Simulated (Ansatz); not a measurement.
A computed series for Al2O3: response to strain

The parent structure is Al2O3 in the corundum structure (space group R-3c, No. 167; a = 4.759 Å, c = 12.995 Å (hexagonal axes)). Axes: x lies along a and z along c of the hexagonal cell.

Strains are applied to the cell and any free atomic positions relax; under biaxial strain the out-of-plane vector relaxes too.

Computed with Ansatz (a first-principles code), r2SCAN, PAW, cutoff 500 eV, spin-orbit coupling left out.

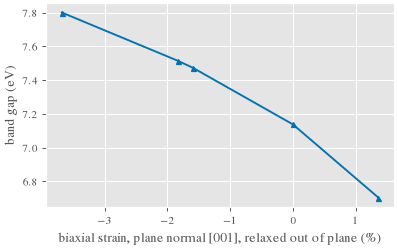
Band gap against biaxial strain, plane normal [001], relaxed out of plane

```tsv
biaxial strain, plane normal [001], relaxed out of plane (%)	band gap
-3.68	7.80 eV
-1.83	7.51 eV
-1.59	7.47 eV
1.36	6.70 eV
```

Stability against distortions was not tested.
